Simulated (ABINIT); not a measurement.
# CsPbCl3 (Pm-3m): G0W0 with ABINIT, start to end, part 2 of 2

How does a plane-wave GW calculation on CsPbCl3 (Pm-3m) run from the first input to the gap?

ABINIT 10.8.3; PBE and many-body steps on it, plane waves. Known limits of the many-body steps: not at the basis limit; screening head approximate; no spin-orbit coupling; coarse k mesh.

So far. Step 2 (Ground state): The gap is direct, at (0.500, 0.500, 0.500). Step 3 (Empty states on the mesh, 2×2×2 mesh, 202 bands): On this mesh the gap is 1.932 eV.

## Step 4: Screening, 2×2×2 mesh, 184 bands, screening to 119.7 eV

The RPA dielectric matrix is built and inverted for each q.

This step: RPA screening on PBE, plane waves, norm-conserving pseudopotentials.

run.abi reads:

```
acell 3*1.0 Angstrom
rprim 
  5.605000000000 0.000000000000 0.000000000000
  0.000000000000 5.605000000000 0.000000000000
  0.000000000000 0.000000000000 5.605000000000
ntypat 3
znucl 55 82 17
natom 5
typat 1 2 3 3 3
xred 
  0.000000000000 0.000000000000 0.000000000000
  0.500000000000 0.500000000000 0.500000000000
  0.500000000000 0.500000000000 0.000000000000
  0.000000000000 0.500000000000 0.500000000000
  0.500000000000 0.000000000000 0.500000000000
pp_dirpath "pseudos"
pseudos "Cs.upf, Pb.upf, Cl.upf"
ecut 32
ngkpt 2 2 2
nshiftk 1
shiftk 0 0 0
kptopt 1
chksymbreak 0
istwfk *1
occopt 1
irdwfk 1
optdriver 3
nband 184
ecuteps 4.4
inclvkb 0
awtr 1
symchi 1
indata_prefix "in"
outdata_prefix "out"
tmpdata_prefix "tmp"
```

Run with:

```bash
$ OMP_NUM_THREADS=1 mpirun -n 4 abinit run.abi > log
```

Numbers of over 12 decimals in the logs are rounded to 6 here.

Output:

```text
.Version 10.8.3 of ABINIT. v10.8.2 released Aug 2026.

 Symmetries : space group Pm -3 m (#221); Bravais cP (primitive cubic)
[... echo of the input left out ...]
== DATASET  1 ==================================================================
-   mpi_nproc: 4, omp_nthreads: 1 (-1 if OMP is not activated)

--- !DatasetInfo
iteration_state: {dtset: 1, }
dimensions: {natom: 5, nkpt: 4, mband: 184, nsppol: 1, nspinor: 1, nspden: 1, mpw: 10280, }
cutoff_energies: {ecut:  32.0, pawecutdg:  -1.0, }
electrons: {nelect:   5.20000000E+01, charge:   0.00000000E+00, occopt:   1.00000000E+00, tsmear:   1.00000000E-02, }

 SCREENING: Calculation of the susceptibility and dielectric matrices

 Based on a program developped by R.W. Godby, V. Olevano, G. Onida, and L. Reining.
 Incorporated in ABINIT by V. Olevano, G.-M. Rignanese, and M. Torrent.
.Using double precision arithmetic ; gwpc =  8

[... cell and pseudopotentials left out ...]
--------------------------------------------------------------------------------

 ==== K-mesh for the wavefunctions ====
 Number of points in the irreducible wedge :     4
[... list of points left out ...]
 Together with 48 symmetry operations and time-reversal symmetry
 yields     8 points in the full Brillouin Zone.

 ==== Q-mesh for the screening function ====
 Number of points in the irreducible wedge :     4
[... list of points left out ...]
 Together with 48 symmetry operations and time-reversal symmetry
 yields     8 points in the full Brillouin Zone.

 setmesh: FFT mesh size selected  =    40x   40x   40
          total number of points  =        64000

 vcoul_init : cutoff-mode = AUXILIARY_FUNCTION
 q-points for optical limit:   1
     1)      0.000010    0.000020    0.000030

- screening: taking advantage of time-reversal symmetry
- Maximum band index for partially occupied states nbvw = 26
- Remaining bands to be divided among processors   nbcw = 158
- Number of bands treated by each node ~39

 Number of electrons calculated from density =   52.0000; Expected =   52.0000
 average of density, n =  0.043760
 r_s =    1.7604
 omega_plasma =   20.1788 [eV]

 calculating chi0 at frequencies [eV] :
  1    0.000000E+00    0.000000E+00
  2    0.000000E+00    2.017881E+01

--------------------------------------------------------------------------------
  q-point number  1        q = ( 0.000000, 0.000000, 0.000000) [r.l.u.]
--------------------------------------------------------------------------------
[... chi0 elements left out ...]
 For q-point:  0.000010 0.000020 0.000030
  dielectric constant =   7.4008
  dielectric constant without local fields =   8.4619

  Average fulfillment of the sum rule on Im[epsilon] for q-point    1 :     65.43  [%]
[... wings left out ...]
  q-point number  2        q = ( 0.500000, 0.000000, 0.000000) [r.l.u.]
--------------------------------------------------------------------------------
[... chi0 elements left out ...]
  Average fulfillment of the sum rule on Im[epsilon] for q-point    2 :     71.85  [%]

 [... 2 further q-points ...]
```

Run time: 32 s. Hardware: 4 MPI ranks of Arm Neoverse V1, shared host; peak memory 1.6 GiB; 2.1 min of CPU time.

This step gave:

```
ε∞ with local fields, on this mesh, along the program's q direction : 7.401
the same without local fields                                       : 8.462
plasma frequency                                                    : 20.18 eV
plane waves in the screening matrix                                 : 515
```

Local fields lower ε∞ by 13 %. On a Γ-centred mesh this coarse the value itself is usually too large, while a short band sum pulls it down.

## Step 5: Self-energy, 2×2×2 mesh, 184 bands, screening to 119.7 eV

The self-energy is evaluated for the states that the input lists, and the levels follow from it, in one-shot runs by the linearised quasiparticle equation.

This step: G0W0 on PBE, plane waves, norm-conserving pseudopotentials.

run.abi: that of step 4 with these lines changed.

```diff
@@ -26,8 +26,17 @@
 irdwfk 1
-optdriver 3
+optdriver 4
 nband 184
+gwcalctyp 0
+ecutsigx 32
+symsigma 1
+nkptgw 2
+kptgw 
+  0.5000000000 0.5000000000 0.5000000000
+  0.0000000000 0.0000000000 0.0000000000
+bdgw 
+  23 29
+  24 29
 ecuteps 4.4
-inclvkb 0
-awtr 1
-symchi 1
+irdscr 1
+ppmodel 1
 indata_prefix "in"
```

Output:

```text
.Version 10.8.3 of ABINIT. v10.8.2 released Aug 2026.

 Symmetries : space group Pm -3 m (#221); Bravais cP (primitive cubic)
[... echo of the input left out ...]
== DATASET  1 ==================================================================
-   mpi_nproc: 4, omp_nthreads: 1 (-1 if OMP is not activated)

--- !DatasetInfo
iteration_state: {dtset: 1, }
dimensions: {natom: 5, nkpt: 4, mband: 184, nsppol: 1, nspinor: 1, nspden: 1, mpw: 10280, }
cutoff_energies: {ecut:  32.0, pawecutdg:  -1.0, }
electrons: {nelect:   5.20000000E+01, charge:   0.00000000E+00, occopt:   1.00000000E+00, tsmear:   1.00000000E-02, }

 SIGMA: Calculation of the GW corrections

 Based on a program developped by R.W. Godby, V. Olevano, G. Onida, and L. Reining.
 Incorporated in ABINIT by V. Olevano, G.-M. Rignanese, and M. Torrent.
.Using double precision arithmetic ; gwpc =  8

[... cell and pseudopotentials left out ...]
--------------------------------------------------------------------------------

 ==== K-mesh for the wavefunctions ====
 Number of points in the irreducible wedge :     4
[... list of points left out ...]
 Together with 48 symmetry operations and time-reversal symmetry
 yields     8 points in the full Brillouin Zone.

 ==== Q-mesh for screening function ====
 Number of points in the irreducible wedge :     4
[... list of points left out ...]
 Together with 48 symmetry operations and time-reversal symmetry
 yields     8 points in the full Brillouin Zone.

 vcoul_init : cutoff-mode = AUXILIARY_FUNCTION
 q-points for optical limit:   1
     1)      0.000010    0.000020    0.000030
 setmesh: FFT mesh size selected  =    54x   54x   54
          total number of points  =       157464

 Number of electrons calculated from density =   52.0000; Expected =   52.0000
 average of density, n =  0.043760
 r_s =    1.7604
 omega_plasma =   20.1788 [eV]

 === KS Band Gaps ===
  >>>> For spin  1
   Minimum direct gap =   1.9318 [eV], located at k-point      :   0.5000  0.5000  0.5000
   Fundamental gap    =   1.9318 [eV], Top of valence bands at :   0.5000  0.5000  0.5000
                                       Bottom of conduction at :   0.5000  0.5000  0.5000
 SIGMA fundamental parameters:
 PLASMON POLE MODEL  1
 number of plane-waves for SigmaX                10251
 number of plane-waves for SigmaC and W            515
 number of plane-waves for wavefunctions         10251
 number of bands                                   184
 number of independent spin polarizations            1
 number of spinorial components                      1
 number of k-points in IBZ                           4
 number of q-points in IBZ                           4
 number of symmetry operations                      48
 number of k-points in BZ                            8
 number of q-points in BZ                            8
 number of frequencies for dSigma/dE                 9
 frequency step for dSigma/dE [eV]                0.25
 number of omega for Sigma on real axis              0
 max omega for Sigma on real axis  [eV]           0.00
 zcut for avoiding poles [eV]                     0.10

 EPSILON^-1 parameters (SCR file):
 dimension of the eps^-1 matrix on file            515
 dimension of the eps^-1 matrix used               515
 number of plane-waves for wavefunctions         10251
 number of bands                                   184
 number of q-points in IBZ                           4
 number of frequencies                               2
 number of real frequencies                          1
 number of imag frequencies                          1

 matrix elements of self-energy operator (all in [eV])

 Perturbative Calculation

--- !SelfEnergy_ee
iteration_state: {dtset: 1, }
kpoint     : [   0.500,    0.500,    0.500, ]
spin       : 1
KS_gap     :    1.932
QP_gap     :    3.182
Delta_QP_KS:    1.250
data: !SigmaeeData |
     Band     E0 <VxcDFT>   SigX SigC(E0)      Z dSigC/dE  Sig(E)    E-E0       E
       23   0.573 -14.257 -18.504   3.045   0.775  -0.290 -15.188  -0.932  -0.359
       24   0.573 -14.257 -18.504   3.045   0.775  -0.290 -15.188  -0.932  -0.359
       25   0.573 -14.257 -18.504   3.045   0.775  -0.290 -15.188  -0.932  -0.359
       26   2.787 -15.725 -17.975   1.730   0.796  -0.256 -16.139  -0.414   2.373
       27   4.719 -10.379  -6.296  -3.069   0.824  -0.213  -9.543   0.836   5.555
       28   4.719 -10.379  -6.296  -3.069   0.824  -0.213  -9.543   0.836   5.555
       29   4.719 -10.379  -6.296  -3.069   0.824  -0.213  -9.543   0.836   5.555

--- !SelfEnergy_ee
iteration_state: {dtset: 1, }
kpoint     : [   0.000,    0.000,    0.000, ]
spin       : 1
KS_gap     :    5.879
QP_gap     :    7.120
Delta_QP_KS:    1.241
data: !SigmaeeData |
     Band     E0 <VxcDFT>   SigX SigC(E0)      Z dSigC/dE  Sig(E)    E-E0       E
       24   0.252 -14.036 -18.291   3.052   0.775  -0.290 -14.968  -0.931  -0.679
       25   0.252 -14.036 -18.291   3.052   0.775  -0.290 -14.968  -0.931  -0.679
       26   0.252 -14.036 -18.291   3.052   0.775  -0.290 -14.968  -0.931  -0.679
       27   6.131  -6.348  -2.686  -3.295   0.845  -0.183  -6.038   0.310   6.441
       28   7.070  -6.633  -2.878  -3.180   0.846  -0.182  -6.147   0.486   7.556
       29   7.070  -6.633  -2.878  -3.180   0.846  -0.182  -6.147   0.486   7.556

== END DATASET(S) ==============================================================
================================================================================

 -outvars: echo values of variables after computation  --------
           etotal      0.0000000000E+00
            nband         184
             nkpt           4
          spgroup         221
 [... the other variables as echoed above ...]

 Calculation completed.
```

Run time: 35 s. Hardware: 4 MPI ranks; peak memory 1.7 GiB.

Numbers from this step:

```yaml
g0w0_gap_on_the_points_computed: 3.182 eV
starting_gap_on_the_mesh: 1.932 eV
k_of_the_valence_top: 0.5, 0.5, 0.5
k_of_the_conduction_bottom: 0.5, 0.5, 0.5
z_at_the_valence_top: 0.796
z_at_the_conduction_bottom: 0.824
least_direct_g0w0_gap_on_the_computed_points: 3.182 eV
```

The gap on the mesh goes from 1.93 eV to 3.18 eV, a correction of +1.25 eV.

Limits: finite bands, cutoff and mesh; screening head approximate; no spin-orbit coupling; coarse k mesh. v1 is the top filled band, c1 the lowest empty one. Levels before and after the correction, in eV, zero at the valence-band top of each column:

|  | conduction bottom | valence top |
| --- | --- | --- |
| Kohn-Sham | 1.93 | 0.00 |
| G0W0 | 3.18 | 0.00 |

|  | level | energy (eV) |
| --- | --- | --- |
| Kohn-Sham | (0.5 0.5 0.5) v4-v2 | -2.214 |
| Kohn-Sham | (0.5 0.5 0.5) v1 | 0.000 |
| Kohn-Sham | (0.5 0.5 0.5) c1-c3 | 1.932 |
| G0W0 | (0.5 0.5 0.5) v4-v2 | -2.732 |
| G0W0 | (0.5 0.5 0.5) v1 | 0.000 |
| G0W0 | (0.5 0.5 0.5) c1-c3 | 3.182 |

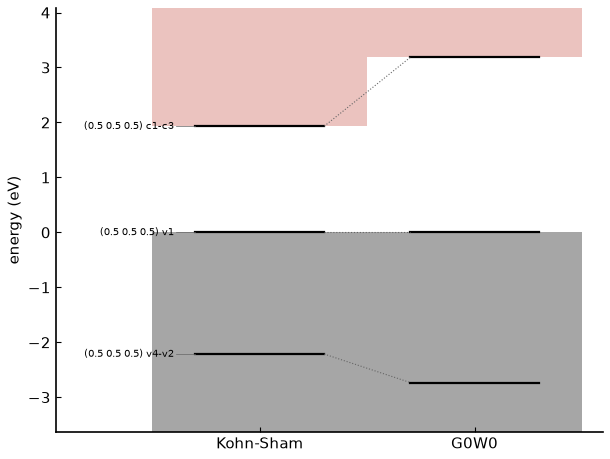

Levels before and after the correction. Shaded: valence and conduction bands.

## Step 6: Where the time went

Times are wall times on 4 MPI ranks of Arm Neoverse V1, shared host, good to a factor of about two.

| step | time | share | memory (GiB) |
| --- | --- | --- | --- |
| ground state | 52 s | 23 % | 0.42 |
| empty states on the mesh | 1.8 min | 48 % | 0.53 |
| screening | 32 s | 14 % | 1.6 |
| self-energy | 35 s | 15 % | 1.7 |

## Step 7: What came out

```json
{
  "PBE gap": "1.93 eV, direct",
  "G0W0 gap on the mesh": "3.18 eV",
  "GW settings": "2×2×2 mesh, 184 bands, screening to 119.7 eV, Godby-Needs plasmon pole",
  "known limits": "not at the basis limit; screening head approximate; no spin-orbit coupling; coarse k mesh"
}
```

In words: G0W0 moves the gap on the mesh from 1.93 eV to 3.18 eV (+1.25 eV), with Z of 0.80 and 0.82 at the edges. Local fields lower the RPA ε∞ on this mesh from 8.46 to 7.40; a Γ-centred mesh this coarse tends to raise both, most where the direct gap is narrow, while a short band sum lowers them. Only 2 of the mesh's irreducible points were corrected, so a valley elsewhere could overtake. The dearest step here is «empty states on the mesh». Bands and cutoff are finite, so the gap is not at the basis limit. The miss can reach some tenths of an eV and take either sign; the mesh is an error of its own. In the G0W0 run levels were corrected at 2 k points alone, so a gap called «on the mesh» is the least over those, and an edge elsewhere would be missed. The 2×2×2 mesh is coarse for this cell, which bears on the long-range parts of exchange and screening. Where an edge is built on 6p states of lead, bismuth or thallium, scalar-relativistic gaps usually stand too wide, by a few tenths to over one eV. This is the ideal cubic cell; many perovskites, halides above all, are cubic only on average, and local tilts or off-centring can widen the gap. The long-wavelength limit of the screening leaves out the non-local commutator, which shifts ε∞. The many-body steps are scalar-relativistic: spin-orbit coupling is not in them.

[Paths, hosts, dates, memory and timing lines, banners, echoed tables and standing remarks are left out of the program output.]

[Logs are printed without paths, hosts, clocks, repeated set-up lines and the standing remarks that a program may print on its own settings, such as how far it seeks lower states.]

[Runs of the session that timed out or met a known fault of the program may be left out.]

[Hosts, paths, dates, database ids (printed as entryN), source tags and the programs' standing remarks are cut or masked in the printed files.]

[G0W0 gaps are taken among the corrected bands and points alone; a level outside them can change the order at an edge.]

[Where Ansatz stands beside ABINIT at settings called matched, ABINIT's density can come from a denser mesh and the files from another edition; pairs whose starting gaps differed by over 0.03 eV were left out, so agreement reads better than it is.]
